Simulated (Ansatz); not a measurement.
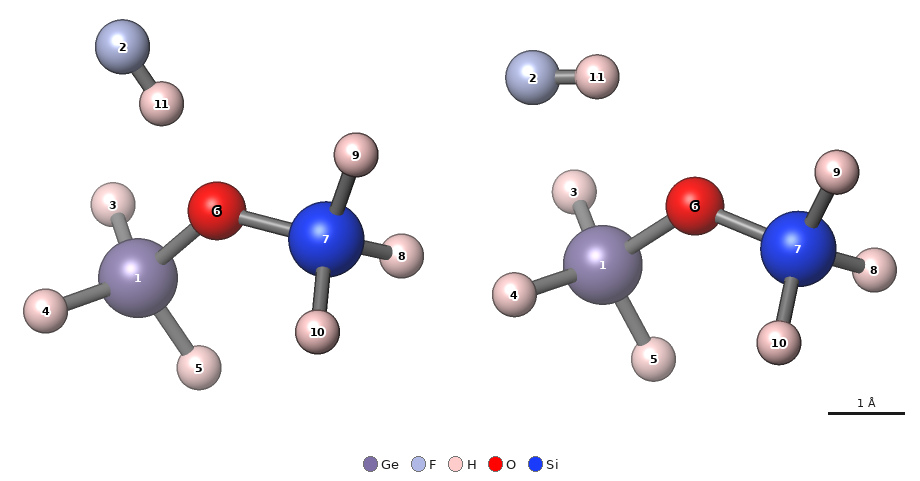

Two geometries of GeSiH₇OF, drawn at one scale. One is the start of a relaxation, the other its converged end. Style: ball-and-stick. Shown at a tilt.

Computed with RKS BHLYP-D4/def2-mTZVP (Ansatz). (no spin polarisation; force threshold 0.03 eV/Å; at most 50 steps)

> Which geometry has the lower energy?

The left one is the relaxed one. The run prepares an end point of a later path (reaction) calculation, from a guessed geometry. Over 9 accepted moves (11 points after the start) the energy falls by 0.185 eV. The largest force component goes from 0.32 to 0.011 eV/Å. The line search rejected the trial steps at points 1, 9 of the run. The atom that moves furthest after the best rigid fit is F2 (0.94 Å). By element the largest moves are F 0.94 Å, H 0.49 Å, O 0.25 Å, Ge 0.22 Å, Si 0.20 Å. Near-neighbour distances that change, for instance: Ge1–O6 1.780 → 1.796 Å, F2–H11 0.922 → 0.936 Å, O6–Si7 1.635 → 1.649 Å, Ge1–H5 1.535 → 1.528 Å. The run took 27 s on 4 threads of Arm Neoverse V2 (shared host), peak memory 0.31 GiB.

Limits of the set-up: the start holds two separate molecules, 2.2 Å apart at their closest, whose relative position is a soft coordinate.
